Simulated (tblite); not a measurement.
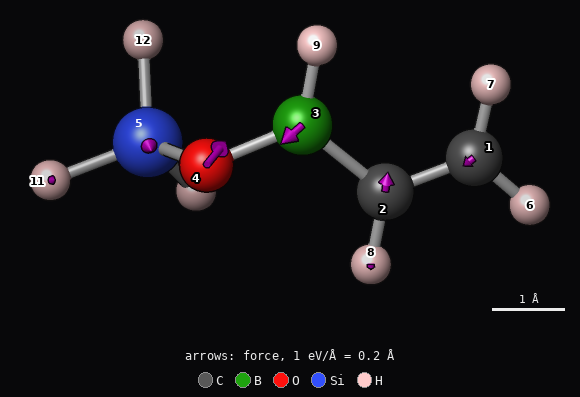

Starting geometry of C$_{2}$H$_{7}$BOSi with the computed forces as purple arrows. A ball-and-stick model, seen at a tilt.

Method: GFN2-xTB geometry optimisation, gas phase (tblite). 

Question: Is this structure relaxed? If not, where do the atoms go?

Answer: It isn't relaxed: the largest force vector, on the O atom, is 3.47 eV/Å. The final displacements have little in common with the starting forces (cosine between the two patterns 0.28). The atom that moves furthest after the best rigid fit is the O atom (1.06 Å). Largest moves by element: O 1.06 Å, H 1.01 Å, C 0.38 Å, B 0.33 Å, Si 0.21 Å. Among the contacts that change: B–Si 2.555 → 2.865 Å, B–O 1.472 → 1.322 Å, O–Si 1.716 → 1.612 Å, C–H 1.068 → 1.086 Å. Bond angles that change, for instance: B–O–Si 106.3° → 155.0°, O–Si–H 110.8° → 104.0°, H–Si–H 108.9° → 114.0°. Groups turn about B–O by about 95°, O–Si by about 65°. The energy falls by 88.3 kJ/mol in 103 geometry steps.
